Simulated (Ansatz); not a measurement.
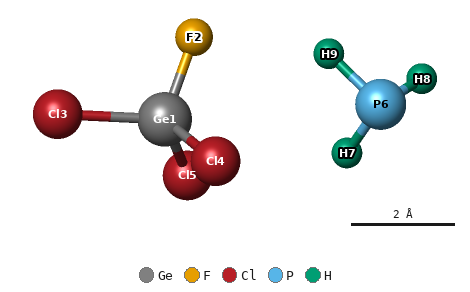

Fig. 1: The structure as given in the input (ball-and-stick view, seen at a tilt; atoms are numbered from 1 in the order of the input). Sticks mark near contacts.

Nudged elastic band of GePH3Cl3F

System: GePH3Cl3F.
Method: RKS PBE0-D4/def2-SVP (Ansatz 0.2.0).

One setting was made poor on purpose. It belongs to a series of runs on one base structure; here: band between the two ends. Figures and captions count atoms from 1; the log counts them from 0 in places.

Input file:
```yaml
crystal:
  periodic: [false, false, false]
  atoms:
    - { symbol: Ge, position_ang: [0.533807, -0.062521, -0.316195] }
    - { symbol: F, position_ang: [0.619415, -0.126617, 1.399976] }
    - { symbol: Cl, position_ang: [2.499241, 0.212997, -1.048595] }
    - { symbol: Cl, position_ang: [-0.720943, 1.557203, -0.846323] }
    - { symbol: Cl, position_ang: [-0.271507, -1.900308, -0.991156] }
    - { symbol: P, position_ang: [-3.257563, 0.268131, 1.5422] }
    - { symbol: H, position_ang: [-2.99729, -0.670469, 0.495303] }
    - { symbol: H, position_ang: [-3.79039, -0.735358, 2.408192] }
    - { symbol: H, position_ang: [-1.940969, 0.144843, 2.083198] }
basis:
  gaussian: { orbitals: def2-SVP }
hamiltonian:
  xc: pbe0
  dispersion: d4
neb:
  order_check: false
  images: 9
  f_tol: 0.05
  max_iterations: 60
  initial_path: linear
  final_atoms:
    - { symbol: Ge, position_ang: [-0.78773749, 0.00710921, -0.33235842] }
    - { symbol: F, position_ang: [-0.1369923, -0.73759969, 2.59490444] }
    - { symbol: Cl, position_ang: [1.1198161, 0.80827773, 0.36026687] }
    - { symbol: Cl, position_ang: [-1.16835383, 1.04294283, -2.17341742] }
    - { symbol: Cl, position_ang: [-0.42525465, -2.05000154, -0.80726048] }
    - { symbol: P, position_ang: [-2.46650817, 0.42949306, 1.18279153] }
    - { symbol: H, position_ang: [-3.43790478, 0.36390289, 0.13446032] }
    - { symbol: H, position_ang: [-2.58318973, -0.94803871, 1.52263115] }
    - { symbol: H, position_ang: [0.55992585, -0.22818479, 2.24458201] }
```

Run on 4 threads of Arm Neoverse V1, 24 GiB of memory available, shared host.

Launched with:
```bash
ansatz run input.yaml --threads 4 --pin off --max-ram 5120MiB --backend cpu --events-out ev --progress --plain --runs-dir out
```

Log:
```
Engine: ansatz 0.2.0, aarch64-unknown-linux-gnu
Functional definition: PBE0
  parameter a = 0.25
  parameter kappa = 0.804
  parameter beta = 0.06672455060314922
  exchange = (1 - a)*pbe_x(kappa = kappa, mu = beta*pi^2/3) + a*exact_x
  correlation = pbe_c(beta = beta)
1323 factors; integrals over basis functions are off by at most 4.0e-4 eV
mean field evaluation 1: about -106092.7843 eV, gradient 3.7e1 eV
mean field evaluation 2: about -106088.7479 eV, gradient 6.4e1 eV
mean field evaluation 4: about -106095.2311 eV, gradient 2.1e0 eV
mean field evaluation 8: about -106095.2586 eV, gradient 5.2e-2 eV
mean field evaluation 16: about -106095.2586 eV, gradient 3.4e-5 eV
mean field -106095.25863123 eV, -3898.9288407486 hartree, gradient 3.4e-5 eV, S^2 0.000000; 0 other end points of the search recorded, 0 dependent functions left out
the calculation of the forces begins
reference -106095.25865709 eV, -3898.9288416989 hartree; 55, 55 occupied and 78, 78 virtual orbitals, 1323 factors
1326 factors; integrals over basis functions are off by at most 9.1e-4 eV
mean field -106095.22640209 eV, -3898.9276563493 hartree, gradient 4.3e-5 eV, S^2 0.000000; 0 other end points of the search recorded, 0 dependent functions left out
[... from here on the field's lines of each further geometry are left out, up to the last ...]
NEB iter   1: max|band force component| = 6.709e0 eV/Å  barrier→ = 6.1157 eV  barrier← = 6.1208 eV  Δτ_max = 0.2000 Å  (311 SCF iters)
NEB iter   2: max|band force component| = 6.131e0 eV/Å  barrier→ = 4.6393 eV  barrier← = 4.6445 eV  Δτ_max = 0.2000 Å  (283 SCF iters)
NEB iter   3: max|band force component| = 9.003e0 eV/Å  barrier→ = 3.0998 eV  barrier← = 3.1049 eV  Δτ_max = 0.1013 Å  (274 SCF iters)
NEB iter   4: max|band force component| = 4.106e0 eV/Å  barrier→ = 2.4735 eV  barrier← = 2.4787 eV  Δτ_max = 0.1015 Å  (267 SCF iters)
NEB iter   5: max|band force component| = 1.272e0 eV/Å  barrier→ = 2.1027 eV  barrier← = 2.1079 eV  Δτ_max = 0.2000 Å  (264 SCF iters)
NEB iter   6: max|band force component| = 7.234e-1 eV/Å  barrier→ = 1.7683 eV  barrier← = 1.7735 eV  Δτ_max = 0.1986 Å  (263 SCF iters)
NEB iter   7: max|band force component| = 5.981e-1 eV/Å  barrier→ = 1.9820 eV  barrier← = 1.9871 eV  Δτ_max = 0.1974 Å  (264 SCF iters)
NEB iter   8: max|band force component| = 6.475e-1 eV/Å  barrier→ = 1.8993 eV  barrier← = 1.9045 eV  CI = image 5  Δτ_max = 0.1959 Å  (259 SCF iters)
NEB iter   9: max|band force component| = 6.102e-1 eV/Å  barrier→ = 2.2303 eV  barrier← = 2.2354 eV  CI = image 5  Δτ_max = 0.2000 Å  (261 SCF iters)
NEB iter  10: max|band force component| = 5.227e-1 eV/Å  barrier→ = 2.1439 eV  barrier← = 2.1491 eV  CI = image 5  Δτ_max = 0.1185 Å  (260 SCF iters)
NEB iter  11: max|band force component| = 4.923e-1 eV/Å  barrier→ = 2.0926 eV  barrier← = 2.0978 eV  CI = image 5  Δτ_max = 0.1643 Å  (261 SCF iters)
NEB iter  12: max|band force component| = 3.927e-1 eV/Å  barrier→ = 2.0607 eV  barrier← = 2.0659 eV  CI = image 5  Δτ_max = 0.1993 Å  (256 SCF iters)
NEB iter  13: max|band force component| = 4.640e-1 eV/Å  barrier→ = 2.0012 eV  barrier← = 2.0064 eV  CI = image 5  Δτ_max = 0.1000 Å  (255 SCF iters)
NEB iter  14: max|band force component| = 4.728e-1 eV/Å  barrier→ = 1.9657 eV  barrier← = 1.9709 eV  CI = image 5  Δτ_max = 0.1002 Å  (253 SCF iters)
NEB iter  15: max|band force component| = 4.077e-1 eV/Å  barrier→ = 1.9424 eV  barrier← = 1.9476 eV  CI = image 5  Δτ_max = 0.2000 Å  (246 SCF iters)
NEB iter  16: max|band force component| = 2.252e-1 eV/Å  barrier→ = 1.9220 eV  barrier← = 1.9272 eV  CI = image 5  Δτ_max = 0.2000 Å  (256 SCF iters)
NEB iter  17: max|band force component| = 4.282e-1 eV/Å  barrier→ = 1.9203 eV  barrier← = 1.9255 eV  CI = image 5  Δτ_max = 0.1008 Å  (254 SCF iters)
NEB iter  18: max|band force component| = 3.062e-1 eV/Å  barrier→ = 1.9056 eV  barrier← = 1.9107 eV  CI = image 5  Δτ_max = 0.1026 Å  (246 SCF iters)
NEB iter  19: max|band force component| = 1.377e-1 eV/Å  barrier→ = 1.9009 eV  barrier← = 1.9061 eV  CI = image 5  Δτ_max = 0.2000 Å  (246 SCF iters)
NEB iter  20: max|band force component| = 8.489e-2 eV/Å  barrier→ = 1.8995 eV  barrier← = 1.9047 eV  CI = image 5  Δτ_max = 0.2000 Å  (249 SCF iters)
NEB iter  21: max|band force component| = 9.484e-2 eV/Å  barrier→ = 1.8973 eV  barrier← = 1.9024 eV  CI = image 5  Δτ_max = 0.1011 Å  (242 SCF iters)
NEB iter  22: max|band force component| = 8.928e-2 eV/Å  barrier→ = 1.8945 eV  barrier← = 1.8996 eV  CI = image 5  Δτ_max = 0.1006 Å  (245 SCF iters)
NEB iter  23: max|band force component| = 8.082e-2 eV/Å  barrier→ = 1.8906 eV  barrier← = 1.8958 eV  CI = image 5  Δτ_max = 0.1014 Å  (238 SCF iters)
NEB iter  24: max|band force component| = 1.028e-1 eV/Å  barrier→ = 1.8864 eV  barrier← = 1.8916 eV  CI = image 5  Δτ_max = 0.0506 Å  (239 SCF iters)
NEB iter  25: max|band force component| = 1.024e-1 eV/Å  barrier→ = 1.8834 eV  barrier← = 1.8886 eV  CI = image 5  Δτ_max = 0.0507 Å  (244 SCF iters)
NEB iter  26: max|band force component| = 1.187e-1 eV/Å  barrier→ = 1.8802 eV  barrier← = 1.8854 eV  CI = image 5  Δτ_max = 0.0506 Å  (247 SCF iters)
NEB iter  27: max|band force component| = 1.307e-1 eV/Å  barrier→ = 1.8775 eV  barrier← = 1.8826 eV  CI = image 5  Δτ_max = 0.1009 Å  (246 SCF iters)
NEB iter  28: max|band force component| = 1.407e-1 eV/Å  barrier→ = 1.8750 eV  barrier← = 1.8802 eV  CI = image 5  Δτ_max = 0.1011 Å  (251 SCF iters)
NEB iter  29: max|band force component| = 1.635e-1 eV/Å  barrier→ = 1.8722 eV  barrier← = 1.8774 eV  CI = image 5  Δτ_max = 0.1017 Å  (252 SCF iters)
NEB iter  30: max|band force component| = 1.225e-1 eV/Å  barrier→ = 1.8693 eV  barrier← = 1.8744 eV  CI = image 5  Δτ_max = 0.1009 Å  (255 SCF iters)
NEB iter  31: max|band force component| = 1.013e-1 eV/Å  barrier→ = 1.8663 eV  barrier← = 1.8715 eV  CI = image 5  Δτ_max = 0.1000 Å  (260 SCF iters)
NEB iter  32: max|band force component| = 5.925e-2 eV/Å  barrier→ = 1.8635 eV  barrier← = 1.8686 eV  CI = image 5  Δτ_max = 0.1991 Å  (261 SCF iters)
NEB iter  33: max|band force component| = 8.256e-2 eV/Å  barrier→ = 1.8613 eV  barrier← = 1.8664 eV  CI = image 5  Δτ_max = 0.0990 Å  (258 SCF iters)
NEB iter  34: max|band force component| = 1.312e-1 eV/Å  barrier→ = 1.8595 eV  barrier← = 1.8646 eV  CI = image 5  Δτ_max = 0.0498 Å  (255 SCF iters)
NEB iter  35: max|band force component| = 9.383e-2 eV/Å  barrier→ = 1.8572 eV  barrier← = 1.8623 eV  CI = image 5  Δτ_max = 0.0498 Å  (241 SCF iters)
NEB iter  36: max|band force component| = 8.171e-2 eV/Å  barrier→ = 1.8561 eV  barrier← = 1.8613 eV  CI = image 5  Δτ_max = 0.0498 Å  (237 SCF iters)
NEB iter  37: max|band force component| = 7.590e-2 eV/Å  barrier→ = 1.8553 eV  barrier← = 1.8604 eV  CI = image 5  Δτ_max = 0.0499 Å  (238 SCF iters)
NEB iter  38: max|band force component| = 7.867e-2 eV/Å  barrier→ = 1.8544 eV  barrier← = 1.8596 eV  CI = image 5  Δτ_max = 0.0499 Å  (243 SCF iters)
NEB iter  39: max|band force component| = 8.181e-2 eV/Å  barrier→ = 1.8536 eV  barrier← = 1.8588 eV  CI = image 5  Δτ_max = 0.0994 Å  (225 SCF iters)
NEB iter  40: max|band force component| = 7.952e-2 eV/Å  barrier→ = 1.8528 eV  barrier← = 1.8579 eV  CI = image 5  Δτ_max = 0.1972 Å  (236 SCF iters)
NEB iter  41: max|band force component| = 1.671e-1 eV/Å  barrier→ = 1.8518 eV  barrier← = 1.8570 eV  CI = image 5  Δτ_max = 0.0981 Å  (250 SCF iters)
NEB iter  42: max|band force component| = 1.815e-1 eV/Å  barrier→ = 1.8513 eV  barrier← = 1.8564 eV  CI = image 5  Δτ_max = 0.0503 Å  (244 SCF iters)
NEB iter  43: max|band force component| = 8.492e-2 eV/Å  barrier→ = 1.8517 eV  barrier← = 1.8569 eV  CI = image 5  Δτ_max = 0.0994 Å  (249 SCF iters)
the calculation of the forces begins
reference -106095.17581173 eV, -3898.9257971880 hartree; 55, 55 occupied and 78, 78 virtual orbitals, 1326 factors
1326 factors; integrals over basis functions are off by at most 1.3e-3 eV
mean field -106093.36616627 eV, -3898.8592939440 hartree, gradient 1.2e-5 eV, S^2 0.000000; 1 other end points of the search recorded, 0 dependent functions left out
the calculation of the forces begins
reference -106093.36618957 eV, -3898.8592948001 hartree; 55, 55 occupied and 78, 78 virtual orbitals, 1326 factors
NEB iter  44: max|band force component| = 4.101e-2 eV/Å  barrier→ = 1.8504 eV  barrier← = 1.8555 eV  CI = image 5  Δτ_max = 0.0000 Å  (478 SCF iters)
```

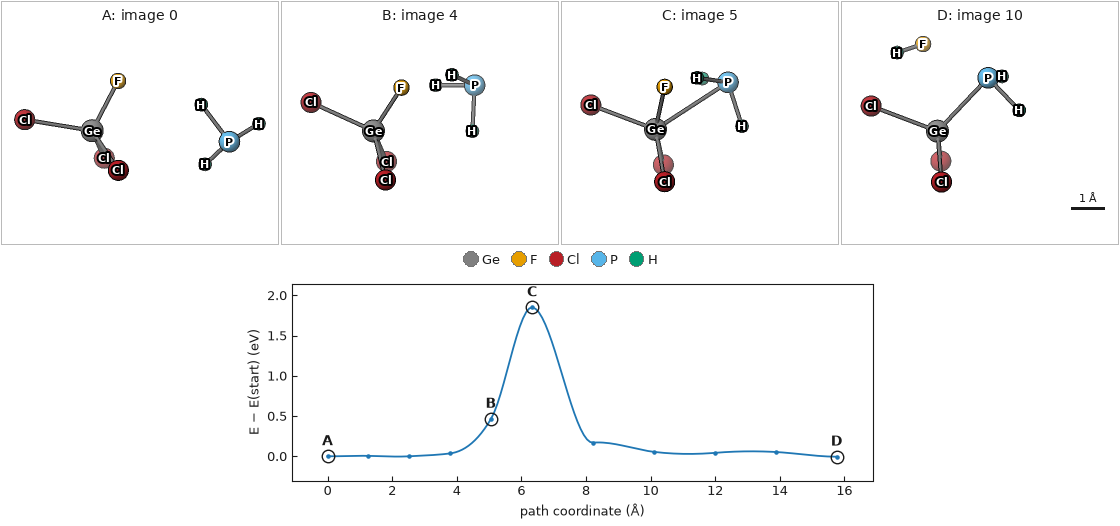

Fig. 2: Images of the last band (counted from 0; ball-and-stick, seen at a tilt) above the energy along the path; the line is a cubic interpolation that uses the forces. The highest image is number 5, 1.850 eV above the start and 1.856 eV above the end (the climbing image); the end lies 0.005 eV below the start. A further maximum stands at image 9, 0.053 eV from the start, so the path isn't one elementary step. The path is 15.77 Å long. The band converged in 44 iterations.

```
Total energy: -106093.68790347 eV, -3898.8711175682 hartree
Atom 0 at    -0.376928    -0.024175    -0.029637 Å, force    -0.010188     0.000539     0.010906 eV/Å
Atom 1 at    -0.111393     1.210380     1.432332 Å, force    -0.013481     0.000278     0.006346 eV/Å
Atom 2 at     1.582397    -0.822171     0.291838 Å, force    -0.008156    -0.004204    -0.009976 eV/Å
Atom 3 at    -0.595879     1.596051    -1.407171 Å, force     0.005969    -0.005605    -0.007138 eV/Å
Atom 4 at    -1.222812    -1.658274    -1.227405 Å, force     0.017683     0.000558    -0.015058 eV/Å
Atom 5 at    -2.413086    -0.366848     1.746047 Å, force    -0.011010    -0.004680     0.009016 eV/Å
Atom 6 at    -3.075460    -0.205518     0.503763 Å, force     0.001176     0.000726     0.004673 eV/Å
Atom 7 at    -1.910648    -1.683007     1.594760 Å, force    -0.000780     0.002736     0.002240 eV/Å
Atom 8 at    -1.202389     0.641464     1.822074 Å, force     0.018787     0.009653    -0.001010 eV/Å
Dipole moment:    -0.443469    -0.133591     0.318247 e Å
this run last wrote the band of iteration 44 to [file]
```

The last band as extended XYZ (Å, eV, eV/Å):
```
9
Properties=species:S:1:pos:R:3:forces:R:3 image=0 energy=-106095.53826
Ge    0.5338   -0.0625   -0.3162    0.0048  -0.0198   0.0021
F     0.6194   -0.1266    1.4000   -0.0037   0.0090  -0.0081
Cl    2.4992    0.2130   -1.0486   -0.0088   0.0135  -0.0001
Cl   -0.7209    1.5572   -0.8463    0.0179  -0.0094   0.0053
Cl   -0.2715   -1.9003   -0.9912   -0.0107   0.0095   0.0018
P    -3.2576    0.2681    1.5422    0.0258  -0.0172  -0.0192
H    -2.9973   -0.6705    0.4953   -0.0012   0.0152   0.0211
H    -3.7904   -0.7354    2.4082   -0.0029  -0.0044   0.0054
H    -1.9410    0.1448    2.0832   -0.0210   0.0036  -0.0084
9
Properties=species:S:1:pos:R:3:forces:R:3 image=1 energy=-106095.53310
Ge    0.4676   -0.1128   -0.2650    0.0002   0.0000   0.0011
F     0.5505    0.0910    1.4402   -0.0014   0.0018  -0.0008
Cl    2.4491   -0.1304   -1.0061   -0.0004  -0.0020   0.0005
Cl   -0.6217    1.5167   -1.0627    0.0003  -0.0004  -0.0019
Cl   -0.5075   -1.9485   -0.6589   -0.0013  -0.0003   0.0023
P    -3.3515    0.1519    1.7681   -0.0009  -0.0021   0.0014
H    -3.1048   -0.0581    0.3775   -0.0012   0.0053   0.0005
H    -3.2293   -1.2372    2.0767    0.0050  -0.0036  -0.0043
H    -1.9786    0.4152    2.0568   -0.0004   0.0011   0.0011
9
Properties=species:S:1:pos:R:3:forces:R:3 image=2 energy=-106095.53849
Ge    0.4032   -0.1553   -0.3185   -0.0152  -0.0291   0.0106
F     0.3022    0.3184    1.3305    0.0172   0.0034   0.0013
Cl    2.4556   -0.2968   -0.8123   -0.0064   0.0280  -0.0145
Cl   -0.5852    1.3101   -1.4815    0.0105   0.0049   0.0103
Cl   -0.5374   -2.0397   -0.5320    0.0046  -0.0169   0.0021
P    -3.3274   -0.0866    1.9606   -0.0028   0.0055   0.0003
H    -3.2245    0.5029    0.6631    0.0063   0.0023  -0.0074
H    -2.7376   -1.3140    1.5308   -0.0116   0.0044   0.0006
H    -2.0749    0.4489    2.3857   -0.0025  -0.0024  -0.0033
9
Properties=species:S:1:pos:R:3:forces:R:3 image=3 energy=-106095.50276
Ge    0.3625   -0.0082   -0.3991    0.0033  -0.0196   0.0021
F     0.0851    0.5514    1.2027    0.0156  -0.0211   0.0013
Cl    2.3897   -0.6022   -0.4928    0.0300   0.0366  -0.0432
Cl   -0.0885    1.5922   -1.7052    0.0363   0.0011  -0.0152
Cl   -0.8927   -1.6646   -0.8026    0.0051  -0.0032   0.0076
P    -3.2537   -0.2707    2.0991   -0.0205   0.0057   0.0101
H    -3.3556    0.0087    0.7014   -0.0147   0.0019   0.0066
H    -2.4866   -1.4539    1.8742   -0.0216   0.0006   0.0143
H    -2.0864    0.5353    2.2489   -0.0335  -0.0019   0.0165
9
Properties=species:S:1:pos:R:3:forces:R:3 image=4 energy=-106095.07299
Ge    0.0481    0.0790   -0.2837    0.2456   0.0923  -0.1938
F    -0.1119    0.9702    1.1900    0.0074  -0.1449  -0.1063
Cl    1.9479   -0.7958    0.0220    0.1991   0.0266  -0.2022
Cl   -0.2375    1.6194   -1.7024    0.2032   0.0634  -0.1855
Cl   -1.1990   -1.5103   -0.9628    0.0554   0.0698   0.1528
P    -2.8591   -0.4204    2.0243   -0.2775  -0.0606   0.1904
H    -3.1237   -0.1621    0.6425   -0.0305   0.0151   0.1055
H    -2.0464   -1.5603    1.7310   -0.0703   0.0606   0.0789
H    -1.7447    0.4681    2.0658   -0.3324  -0.1223   0.1602
9
Properties=species:S:1:pos:R:3:forces:R:3 image=5 energy=-106093.68788
Ge   -0.3769   -0.0242   -0.0296   -0.0102   0.0005   0.0109
F    -0.1114    1.2104    1.4323   -0.0135   0.0003   0.0063
Cl    1.5824   -0.8222    0.2918   -0.0082  -0.0042  -0.0100
Cl   -0.5959    1.5961   -1.4072    0.0060  -0.0056  -0.0071
Cl   -1.2228   -1.6583   -1.2274    0.0177   0.0006  -0.0151
P    -2.4131   -0.3668    1.7460   -0.0110  -0.0047   0.0090
H    -3.0755   -0.2055    0.5038    0.0012   0.0007   0.0047
H    -1.9106   -1.6830    1.5948   -0.0008   0.0027   0.0022
H    -1.2024    0.6415    1.8221    0.0188   0.0097  -0.0010
9
Properties=species:S:1:pos:R:3:forces:R:3 image=6 energy=-106095.36880
Ge   -0.6550   -0.4243   -0.4272    0.0055   0.0134   0.0189
F     0.0444    1.7468    2.2693    0.0053  -0.0171  -0.0259
Cl    1.2911   -1.0496    0.1943    0.0060   0.0059  -0.0027
Cl   -0.5529    1.5346   -1.2697    0.0019   0.0088  -0.0041
Cl   -1.2893   -1.7573   -1.9903    0.0014   0.0038   0.0142
P    -2.0837   -0.4451    1.3827   -0.0129   0.0067   0.0260
H    -3.2552   -0.3381    0.5773    0.0085   0.0059  -0.0079
H    -2.1132   -1.8691    1.4461    0.0033   0.0011   0.0019
H    -0.7124    1.2902    2.5441   -0.0190  -0.0285  -0.0204
9
Properties=species:S:1:pos:R:3:forces:R:3 image=7 energy=-106095.48353
Ge   -0.7922   -0.2774   -0.3085    0.0241  -0.0352   0.0347
F    -0.1009    1.0524    2.4121   -0.0216  -0.0380   0.0065
Cl    1.0958   -1.1821    0.1270    0.0070  -0.0192   0.0039
Cl   -0.4185    1.8408   -0.6187    0.0005   0.0017   0.0570
Cl   -1.4214   -1.0500   -2.2140   -0.0112   0.0452  -0.0085
P    -2.4050   -0.5125    1.3225   -0.0535   0.0184  -0.0132
H    -3.2491   -1.2056    0.4019   -0.0211  -0.0556  -0.0068
H    -1.8036   -1.7131    1.8058    0.0414   0.0295   0.0078
H    -0.2313    1.7353    1.7986    0.0344   0.0534  -0.0814
9
Properties=species:S:1:pos:R:3:forces:R:3 image=8 energy=-106095.49563
Ge   -0.9007   -0.0765   -0.4122    0.0085   0.0024   0.0019
F    -0.2755    0.9445    2.5508    0.0027   0.0093  -0.0077
Cl    1.0562   -0.6302    0.3843   -0.0018  -0.0215   0.0001
Cl   -0.6725    1.8897   -1.2231    0.0068   0.0040   0.0116
Cl   -1.1953   -1.4077   -2.0740   -0.0075   0.0081  -0.0046
P    -2.5879   -0.1925    1.1566    0.0019  -0.0110  -0.0046
H    -3.2999   -1.1064    0.3155   -0.0009  -0.0071   0.0040
H    -1.9073   -1.2373    1.8487   -0.0004  -0.0016   0.0025
H     0.4566    0.5043    2.1801   -0.0092   0.0174  -0.0032
9
Properties=species:S:1:pos:R:3:forces:R:3 image=9 energy=-106095.48516
Ge   -0.8838   -0.0185   -0.4848    0.0004   0.0020  -0.0015
F    -0.1356    0.1004    2.9759    0.0034  -0.0114   0.0021
Cl    1.1655    0.1946    0.2252    0.0010   0.0109  -0.0003
Cl   -1.1878    1.6053   -1.8493   -0.0072  -0.0035  -0.0078
Cl   -0.8898   -1.8325   -1.6326    0.0047  -0.0047   0.0069
P    -2.4437    0.0795    1.2021    0.0023   0.0054  -0.0006
H    -3.4038   -0.4403    0.2726   -0.0014   0.0077  -0.0013
H    -2.0777   -1.2116    1.6811   -0.0026  -0.0023  -0.0005
H     0.5307    0.2110    2.3365   -0.0006  -0.0041   0.0031
9
Properties=species:S:1:pos:R:3:forces:R:3 image=10 energy=-106095.54341
Ge   -0.9967    0.0310   -0.3623    0.0062  -0.0075   0.0094
F     0.2900   -0.9255    2.2790    0.0002   0.0027  -0.0002
Cl    1.0929    0.6231   -0.1541   -0.0022  -0.0007  -0.0015
Cl   -1.7224    1.1945   -2.0137   -0.0045   0.0096  -0.0119
Cl   -0.9692   -2.0212   -0.9759    0.0014  -0.0006   0.0009
P    -2.1923    0.5162    1.5422    0.0012   0.0001   0.0020
H    -3.3969    0.5929    0.7742   -0.0005  -0.0019   0.0015
H    -2.3553   -0.8622    1.8588    0.0008   0.0015  -0.0017
H     0.9236   -0.4609    1.7784   -0.0025  -0.0032   0.0016
```

Summary:

| quantity | value |
| --- | --- |
| outcome | converged |
| barrier, forward | 1.850 eV |
| barrier, backward | 1.855 eV |
| wall time | 19 min (CPU time 71 min) |
| peak memory | 0.46 GiB |

Remarks:

A deliberately poor setting: straight start. The order of the saddle point was not checked.
